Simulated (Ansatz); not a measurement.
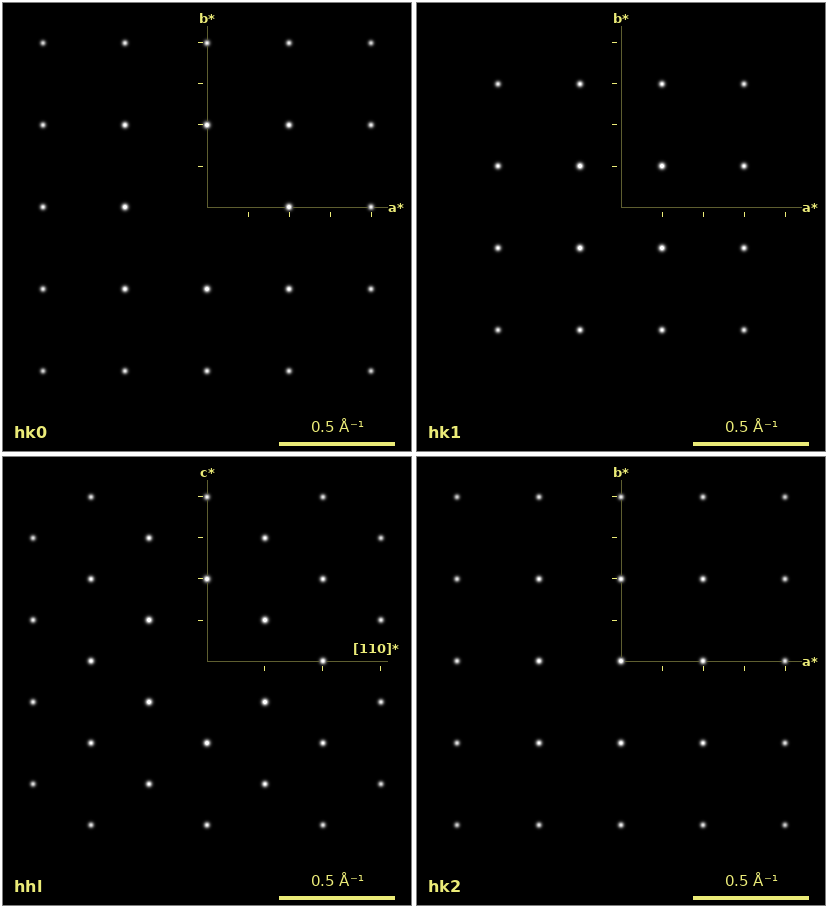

Four undistorted layers of reciprocal space, calculated for a single crystal (X-rays, kinematic |F|², B = 0.5 Å²). Tick marks count the reciprocal lattice steps of the conventional cell along each axis.

Read the reciprocal cell and give the direct cell.

Answer. a* = 0.179, b* = 0.179, c* = 0.179 Å⁻¹; the cell is cubic with a = 5.58 Å.

Which reflection conditions do the layers show?

Answer. Reflections are present only under these conditions. hkl: h + k = 2n, h + l = 2n; hk0: h = 2n, k = 2n; hhl: h + l = 2n; h00: h = 2n. The lattice is face-centred (F).

Which space groups fit?

Answer. The intensities have Laue symmetry m-3m (the hk0 layer shows 4mm, hk1 shows 4mm). With these conditions the candidates are F432 (No. 209), F-43m (No. 216), Fm-3m (No. 225). Diffraction geometry alone does not choose among them; the structure has Fm-3m. The compound is Ca. Structure: the input geometry of an electronic-structure calculation (not necessarily at equilibrium).
